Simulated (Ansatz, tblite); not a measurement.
**The cluster In9Sb9: a ladder of methods and basis sets**

Aim: run the singlet of the cluster In9Sb9 at one geometry on many levels, and compare frontier levels, spin and run time.

The runs use Ansatz 0.2.0, Gaussian basis; as each input shows.

The runs, in order: GFN1-xTB, GFN2-xTB, PBE-D4/def2-SVP, r2SCAN-D4/def2-SVP, r2SCANh-D4/def2-SVP, r2SCAN-D4/def2-mTZVP, MP2/def2-SVP, RPA/def2-SVP.

6 further runs of the same task are left out: 3 for a known fault of the program, 1 that didn't finish, 2 set aside as unsound or not needed.

### 1 The structure

The geometry is that of the singlet, from an earlier relaxation (PBE-D4/def2-SVP).

18 atoms, charge 0, spin multiplicity 1.

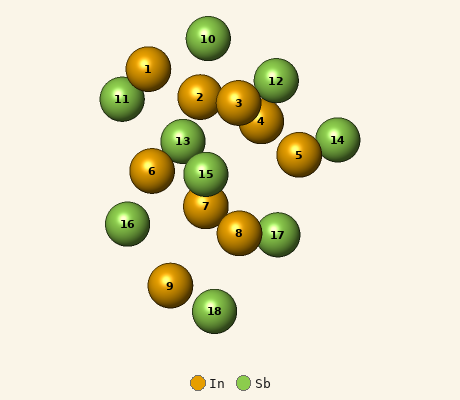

The geometry (indium amber, antimony green); atoms are numbered from 1 in the order of the file.

In, Sb take a core potential in the def2 sets. No spin-orbit coupling is included.

PBE0-D4/def2-SVP was run before; its log isn't repeated, and its numbers join the tables.

### 2 GFN1-xTB

Tight binding, by tblite at 300 K electronic temperature and without a spin-polarisation term:

```python
tblite.interface.Calculator('GFN1-xTB', numbers, positions, charge=0, uhf=0).singlepoint()
```

Energy -998.0853 eV, HOMO -7.85 eV, LUMO -6.82 eV; 0.16 s.

### 3 GFN2-xTB

Tight binding, by tblite at 300 K electronic temperature and without a spin-polarisation term:

```python
tblite.interface.Calculator('GFN2-xTB', numbers, positions, charge=0, uhf=0).singlepoint()
```

Energy -851.8933 eV, HOMO -8.59 eV, LUMO -7.86 eV; 0.55 s.

### 4 PBE-D4/def2-SVP

start.molden holds the orbitals of an earlier run on this state, given as this run's starting guess.

The input, in.yaml:

```yaml
crystal:
  periodic: [false, false, false]
  atoms:
    - {symbol: In, position_ang: [0.464318, -4.414452, -0.860616]}
    - {symbol: In, position_ang: [-1.881413, -1.125211, -1.151672]}
    - {symbol: In, position_ang: [-0.172544, -2.573863, 1.768294]}
    - {symbol: In, position_ang: [-4.056331, 1.804298, -0.861381]}
    - {symbol: In, position_ang: [-2.141906, 1.438610, 1.766857]}
    - {symbol: In, position_ang: [1.915502, -1.068119, -1.154637]}
    - {symbol: In, position_ang: [-0.034795, 2.191431, -1.155948]}
    - {symbol: In, position_ang: [2.316268, 1.138390, 1.763326]}
    - {symbol: In, position_ang: [3.591842, 2.607383, -0.866963]}
    - {symbol: Sb, position_ang: [-0.203261, -5.415687, 1.547552]}
    - {symbol: Sb, position_ang: [-0.002771, -2.498442, -2.826771]}
    - {symbol: Sb, position_ang: [-2.730749, -1.360203, 1.537459]}
    - {symbol: Sb, position_ang: [-2.164713, 1.247863, -2.827891]}
    - {symbol: Sb, position_ang: [-4.587131, 2.887195, 1.545311]}
    - {symbol: Sb, position_ang: [2.545189, -1.683902, 1.534571]}
    - {symbol: Sb, position_ang: [2.161496, 1.245629, -2.830225]}
    - {symbol: Sb, position_ang: [0.187529, 3.047716, 1.531931]}
    - {symbol: Sb, position_ang: [4.793472, 2.531354, 1.540793]}
basis:
  gaussian: {orbitals: def2-SVP, fitting: {mean_field: def2-universal-jkfit}, initial_orbitals: start.molden}
hamiltonian: {xc: pbe, dispersion: d4}
scf: {omitted_lower_state_checks: [starts]}
output: {forces: true, orbitals: {seedname: orbitals}}
```

Command:

```
ansatz run in.yaml --threads 2 --pin off --events-out ev --progress --plain --max-ram 32768MiB --backend cuda --devices 0, --max-vram 18GiB
```

Log, cut to the lines that bear on the results:

```text
Functional definition: PBE
  name "PBE"
  cite "Perdew, Burke & Ernzerhof, Phys. Rev. Lett. 77, 3865 (1996) doi:10.1103/PhysRevLett.77.3865"
  parent pbe
[...]
3924 factors; integrals over basis functions are off by at most 1.9e-3 eV
[...]
mean field -105422.31134717 eV, -3874.1984841993 hartree, gradient 1.0e-5 eV, S^2 0.000000; 0 other end points of the search recorded, 0 dependent functions left out
[...]
reference -105422.31140935 eV, -3874.1984864845 hartree; 198, 198 occupied and 270, 270 virtual orbitals, 3924 factors
Total energy: -105424.86696081 eV, -3874.2924012684 hartree
Atom 0 at     0.464318    -4.414452    -0.860616 Å, force    -0.004479    -0.002907    -0.010091 eV/Å
Atom 1 at    -1.881413    -1.125211    -1.151672 Å, force     0.003845    -0.008399     0.002674 eV/Å
Atom 2 at    -0.172544    -2.573863     1.768294 Å, force     0.001997    -0.002697    -0.003041 eV/Å
Atom 3 at    -4.056331     1.804298    -0.861381 Å, force     0.000178     0.005215    -0.010461 eV/Å
Atom 4 at    -2.141906     1.438610     1.766857 Å, force    -0.003522     0.000524    -0.002565 eV/Å
Atom 5 at     1.915502    -1.068119    -1.154637 Å, force     0.002631     0.008563     0.002504 eV/Å
Atom 6 at    -0.034795     2.191431    -1.155948 Å, force    -0.008682    -0.000320     0.002433 eV/Å
Atom 7 at     2.316268     1.138390     1.763326 Å, force     0.002635     0.002241    -0.001501 eV/Å
Atom 8 at     3.591842     2.607383    -0.866963 Å, force     0.004091    -0.001368    -0.009507 eV/Å
Atom 9 at    -0.203261    -5.415687     1.547552 Å, force     0.004101     0.016635     0.004730 eV/Å
Atom 10 at    -0.002771    -2.498442    -2.826771 Å, force    -0.001363    -0.009431     0.008941 eV/Å
Atom 11 at    -2.730749    -1.360203     1.537459 Å, force     0.002413     0.008766    -0.004214 eV/Å
Atom 12 at    -2.164713     1.247863    -2.827891 Å, force    -0.006184     0.005361     0.009241 eV/Å
Atom 13 at    -4.587131     2.887195     1.545311 Å, force     0.012340    -0.012214     0.005265 eV/Å
Atom 14 at     2.545189    -1.683902     1.534571 Å, force    -0.008203    -0.002585    -0.003232 eV/Å
Atom 15 at     2.161496     1.245629    -2.830225 Å, force     0.009354     0.003000     0.008338 eV/Å
Atom 16 at     0.187529     3.047716     1.531931 Å, force     0.004901    -0.005731    -0.003157 eV/Å
Atom 17 at     4.793472     2.531354     1.540793 Å, force    -0.016051    -0.004653     0.003644 eV/Å
Dipole moment:    -0.000658    -0.000309    -0.463023 e Å
Checks for a lower state left out: starts
```

Run time: 8.5 s. Hardware: 1 × H100 (card shared with other runs) with 2 threads of AMD EPYC 7R13, shared host; peak host memory 1.2 GiB.

Report: HOMO -4.47 eV, LUMO -4.16 eV.

### 5 r2SCAN-D4/def2-SVP

in.yaml, as its differences from that of step 4:

```diff
@@ -23,4 +23,4 @@
   gaussian: {orbitals: def2-SVP, fitting: {mean_field: def2-universal-jkfit}, initial_orbitals: start.molden}
-hamiltonian: {xc: pbe, dispersion: d4}
+hamiltonian: {xc: r2scan, dispersion: d4}
 scf: {omitted_lower_state_checks: [starts]}
-output: {forces: true, orbitals: {seedname: orbitals}}
+output: {orbitals: {seedname: orbitals}}
```

Same command.

Log:

```text
Functional definition: r2SCAN
  name "r2SCAN"
  cite "Furness, Kaplan, Ning, Perdew & Sun, J. Phys. Chem. Lett. 11, 8208 (2020) doi:10.1021/acs.jpclett.0c02405"
  cite "Furness, Kaplan, Ning, Perdew & Sun, J. Phys. Chem. Lett. 11, 9248 (2020) doi:10.1021/acs.jpclett.0c03077"
  parent r2scan
  parameter k0 = 0.174
  parameter k1 = 0.065
  parameter a1 = 4.9479
  exchange = r2scan_x(k0 = k0, k1 = k1, a1 = a1)
  correlation = r2scan_c
these checks for a lower state are left out or cut short: starts
3924 factors; integrals over basis functions are off by at most 1.9e-3 eV
mean field evaluation 1: about -105462.4098 eV, gradient 8.8e0 eV
mean field evaluation 2: about -105462.6703 eV, gradient 3.4e-1 eV
mean field evaluation 4: about -105462.7028 eV, gradient 5.8e-2 eV
mean field -105462.70280312 eV, -3875.6828428272 hartree, gradient 4.4e-5 eV, S^2 0.000000; 0 other end points of the search recorded, 0 dependent functions left out
reference -105462.70282126 eV, -3875.6828434938 hartree; 198, 198 occupied and 270, 270 virtual orbitals, 3924 factors
Total energy: -105463.31299084 eV, -3875.7052668124 hartree
Checks for a lower state left out: starts
```

It took 8 s on 1 × H100 (card shared with other runs) with 2 threads of AMD EPYC 7R13, shared host; peak host memory 1.1 GiB.

Report: HOMO -4.64 eV, LUMO -4.28 eV.

### 6 r2SCANh-D4/def2-SVP

in.yaml, as its differences from that of step 5:

```diff
@@ -23,3 +23,3 @@
   gaussian: {orbitals: def2-SVP, fitting: {mean_field: def2-universal-jkfit}, initial_orbitals: start.molden}
-hamiltonian: {xc: r2scan, dispersion: d4}
+hamiltonian: {xc: {name: r2SCANh}, dispersion: d4}
 scf: {omitted_lower_state_checks: [starts]}
```

Same command.

Log, cut to the lines that bear on the results:

```text
Functional definition: r2SCANh
  name "r2SCANh"
  cite "Bursch, Neugebauer, Ehlert & Grimme, J. Chem. Phys. 156, 134105 (2022) doi:10.1063/5.0086040"
  cite "Furness, Kaplan, Ning, Perdew & Sun, J. Phys. Chem. Lett. 11, 8208 (2020) doi:10.1021/acs.jpclett.0c02405"
  cite "Furness, Kaplan, Ning, Perdew & Sun, J. Phys. Chem. Lett. 11, 9248 (2020) doi:10.1021/acs.jpclett.0c03077"
  parent r2scan
[...]
3924 factors; integrals over basis functions are off by at most 1.9e-3 eV
[...]
mean field -105456.22360785 eV, -3875.4447367928 hartree, gradient 1.4e-5 eV, S^2 0.000000; 0 other end points of the search recorded, 0 dependent functions left out
reference -105456.22362454 eV, -3875.4447374063 hartree; 198, 198 occupied and 270, 270 virtual orbitals, 3924 factors
Total energy: -105456.95556691 eV, -3875.4716357921 hartree
Checks for a lower state left out: starts
```

Run time: 8.5 s. Hardware: 1 × H100 (card shared with other runs) with 2 threads of AMD EPYC 7R13, shared host; peak host memory 1.1 GiB.

From the report: HOMO -4.84 eV, LUMO -4.17 eV.

### 7 r2SCAN-D4/def2-mTZVP

in.yaml, as its differences from that of step 6:

```diff
@@ -22,4 +22,4 @@
 basis:
-  gaussian: {orbitals: def2-SVP, fitting: {mean_field: def2-universal-jkfit}, initial_orbitals: start.molden}
-hamiltonian: {xc: {name: r2SCANh}, dispersion: d4}
+  gaussian: {orbitals: def2-mTZVP, fitting: {mean_field: def2-universal-jkfit}, initial_orbitals: start.molden}
+hamiltonian: {xc: r2scan, dispersion: d4}
 scf: {omitted_lower_state_checks: [starts]}
```

The command is unchanged.

Log, cut to the lines that bear on the results:

```text
Functional definition: r2SCAN
  name "r2SCAN"
  cite "Furness, Kaplan, Ning, Perdew & Sun, J. Phys. Chem. Lett. 11, 8208 (2020) doi:10.1021/acs.jpclett.0c02405"
  cite "Furness, Kaplan, Ning, Perdew & Sun, J. Phys. Chem. Lett. 11, 9248 (2020) doi:10.1021/acs.jpclett.0c03077"
  parent r2scan
[...]
3924 factors; integrals over basis functions are off by at most 6.9e-1 eV
[...]
mean field -105465.13766363 eV, -3875.7723223007 hartree, gradient 1.3e-5 eV, S^2 0.000000; 0 other end points of the search recorded, 0 dependent functions left out
reference -105465.13768666 eV, -3875.7723231467 hartree; 198, 198 occupied and 450, 450 virtual orbitals, 3924 factors
Total energy: -105465.74785624 eV, -3875.7947464654 hartree
Checks for a lower state left out: starts
```

It took 11 s on 1 × H100 (card shared with other runs) with 2 threads of AMD EPYC 7R13, shared host; peak host memory 1.2 GiB.

From the report: HOMO -4.64 eV, LUMO -4.28 eV.

### 8 MP2/def2-SVP

in.yaml, as its differences from that of step 7:

```diff
@@ -22,4 +22,4 @@
 basis:
-  gaussian: {orbitals: def2-mTZVP, fitting: {mean_field: def2-universal-jkfit}, initial_orbitals: start.molden}
-hamiltonian: {xc: r2scan, dispersion: d4}
+  gaussian: {orbitals: def2-SVP, initial_orbitals: start.molden}
+correlation: {method: mp2}
 scf: {omitted_lower_state_checks: [starts]}
```

The command is unchanged.

Log, cut to the lines that bear on the results:

```text
Functional definition: HF
  name "HF"
  cite "Fock, Z. Phys. 61, 126 (1930) doi:10.1007/BF01340294"
  parent pbe
[...]
6057 factors; integrals over basis functions are off by at most 2.3e-4 eV
[...]
mean field -104948.32196270 eV, -3856.7796956016 hartree, gradient 2.4e-6 eV, S^2 0.000000; 0 other end points of the search recorded, 0 dependent functions left out; unrestricted orbitals would lower it
[...]
72 core orbitals not correlated: weight in the atoms' cores, before any rotation towards them, 1.000 or more for the frozen orbitals, at most 0.000 for the correlated occupied ones
reference -104948.32196270 eV, -3856.7796956016 hartree; 126, 126 occupied and 270, 270 virtual orbitals, 6057 factors
second order -50.34266139 eV of doubles, -0.00000000 eV of singles
Total energy: -104998.66462409 eV, -3858.6297542843 hartree
Checks for a lower state left out: starts
```

It took 15 s on 1 × H100 (card shared with other runs) with 2 threads of AMD EPYC 7R13, shared host; peak host memory 1.4 GiB.

From the report: Hartree-Fock HOMO -6.27 eV, LUMO -1.73 eV. Doubts: restricted state is unstable towards broken spin symmetry.

### 9 RPA/def2-SVP

in.yaml, as its differences from that of step 8:

```diff
@@ -23,4 +23,4 @@
   gaussian: {orbitals: def2-SVP, initial_orbitals: start.molden}
-correlation: {method: mp2}
+hamiltonian: {xc: pbe}
+correlation: {method: rpa}
 scf: {omitted_lower_state_checks: [starts]}
-output: {orbitals: {seedname: orbitals}}
```

Launched as before.

Log, cut to the lines that bear on the results:

```text
Functional definition: PBE
  name "PBE"
  cite "Perdew, Burke & Ernzerhof, Phys. Rev. Lett. 77, 3865 (1996) doi:10.1103/PhysRevLett.77.3865"
  parent pbe
[...]
6057 factors; integrals over basis functions are off by at most 2.3e-4 eV
[...]
mean field -105422.29869639 eV, -3874.1980192918 hartree, gradient 3.6e-6 eV, S^2 0.000000; 0 other end points of the search recorded, 0 dependent functions left out
72 core orbitals not correlated: weight in the atoms' cores, before any rotation towards them, 1.000 or more for the frozen orbitals, at most 0.000 for the correlated occupied ones
reference -104939.64927810 eV, -3856.4609803211 hartree; 126, 126 occupied and 270, 270 virtual orbitals, 6057 factors
Total energy: -105019.35006389 eV, -3859.3899301757 hartree
Checks for a lower state left out: starts
```

Wall time 19 s (1 × H100 (card shared with other runs) with 2 threads of AMD EPYC 7R13, shared host); peak host memory 3.8 GiB.

### 10 Comparison

| level | functions | HOMO (eV) | LUMO (eV) | gap (eV) | time |
| --- | --- | --- | --- | --- | --- |
| PBE-D4/def2-SVP | 468 | -4.47 | -4.16 | 0.31 | 8.5 s |
| r2SCAN-D4/def2-SVP | 468 | -4.64 | -4.28 | 0.36 | 8 s |
| r2SCAN-D4/def2-mTZVP | 648 | -4.64 | -4.28 | 0.36 | 11 s |
| r2SCANh-D4/def2-SVP | 468 | -4.84 | -4.17 | 0.67 | 8.5 s |
| PBE0-D4/def2-SVP | 468 | -5.04 | -3.92 | 1.12 | 7.5 s |

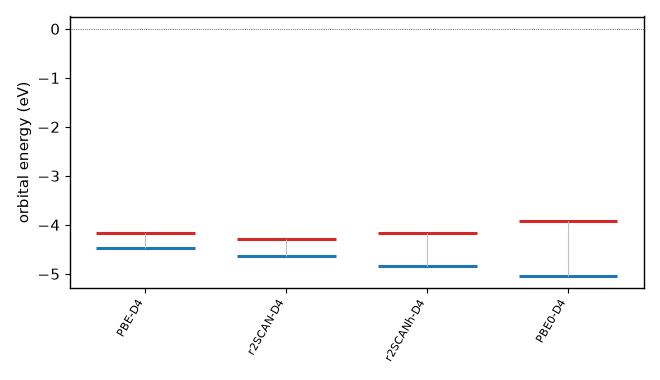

Highest filled (blue) and lowest empty (red) level in def2-SVP.

Energy pieces by basis (eV):

| basis | HF | MP2 correlation | total |
| --- | --- | --- | --- |
| def2-SVP | -104948.3220 | -50.3427 | -104998.6646 (MP2) |

### 11 Binding energy

Free atoms were run apart at each level; binding is atoms less cluster, divided by the number of atoms, without zero-point or spin-orbit terms.

| level | binding an atom (eV) |
| --- | --- |
| HF/def2-SVP | 0.699 |
| PBE-D4/def2-SVP | 2.221 |
| r2SCAN-D4/def2-SVP | 2.068 |
| r2SCAN-D4/def2-mTZVP | 2.072 |
| r2SCANh-D4/def2-SVP | 2.033 |
| PBE0-D4/def2-SVP | 2.110 |
| RPA/def2-SVP | 1.737 |
| MP2/def2-SVP | 1.928 |

### 12 Outcome

```
                                                quantity                                  value
gap in def2-SVP, named functionals, smallest and largest    0.31 eV (PBE-D4), 1.12 eV (PBE0-D4)
                        correlation energy, MP2/def2-SVP                              -50.34 eV
                binding an atom, functionals in def2-SVP  2.03 (r2SCANh-D4) to 2.22 eV (PBE-D4)
```

In words: Over the named functionals in def2-SVP the gap runs from 0.31 eV (PBE-D4) to 1.12 eV (PBE0-D4); exact exchange widens it.

The slowest run with a step of its own, RPA/def2-SVP, took 19 s; the quickest functional in def2-SVP took 7.5 s (shared host).
